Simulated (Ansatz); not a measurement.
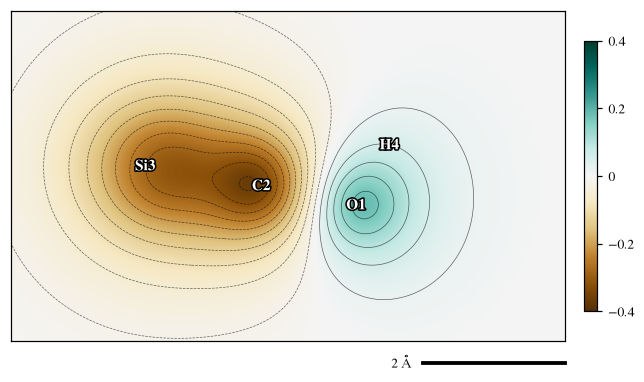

*CHOSi (charge −1). The HOMO on a plane 0.8 Å above the molecular plane (values in Å⁻³ᐟ²; the overall sign is arbitrary).*

Geometry: PBE0-D4/def2-TZVPD; the highest occupied orbital lies above zero, a sign that basis and functional describe the outermost electron poorly.

Computed with RKS PBE0-D4/def2-TZVPPD (Ansatz).

What is the character of this orbital?

Answer. Its weight (Hirshfeld) is mainly on Si3 (about 50 %), C2 (about 35 %) and O1 (about 10 %); it changes sign across the molecular plane (π type); π-bonding across C2–Si3; π-antibonding (a node) across O1–C2. Its energy is 0.34 eV.
